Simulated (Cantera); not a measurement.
Input: 1 mol B₂O₃, a varied amount of H₂, equilibrated at 2373.15 K and 0.0270 bar.

Equilibrium computed with Cantera from the NASA thermochemical tables; the gas is ideal and each condensed phase is pure. Candidate condensed phases: B, B₂O₃, B₃O₃H₃, H₂O; 23 gas species. Rates play no part.

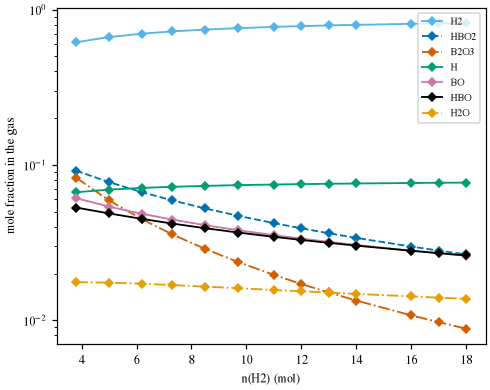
Figure: Equilibrium gas composition (values under 1e-9 drawn at 1e-9)

Question: Read off the mole fractions at 18 mol H₂.

Answer: H₂ about 0.82, H about 0.077, HBO₂ about 0.027, HBO about 0.026, BO about 0.026, H₂O about 0.014, B₂O₃ about 0.0088.
